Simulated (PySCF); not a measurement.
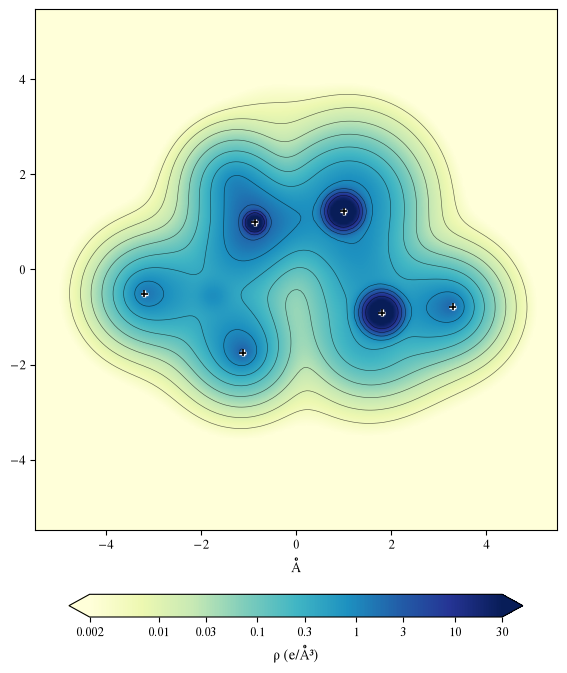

The total electron density on a plane through atoms (crosses mark nuclei in the plane).

These are results of PBE0/pcSseg-1, SCF density, gas phase, non-relativistic (PySCF), not measurements.

Candidates:
A. C₆H₁₀ (SMILES C=CC1(C)CC1)
B. C₃H₁₁PSi₂
C. C₈H₂₀P (SMILES CCCC[PH2+]C(C)(C)C) (charge +1)

> Which candidate gave the map?

Candidate B: C₃H₁₁PSi₂ on the plane of atoms C3, P5 and Si6, which holds C, P, Si and H. C–P (1.88 Å): ρ at the midpoint is about 0.92 e/Å³. Si–P (2.27 Å): the density is about 0.72 e/Å³ at the midpoint, with its minimum of 0.64 e/Å³ about 0.8 Å from Si.
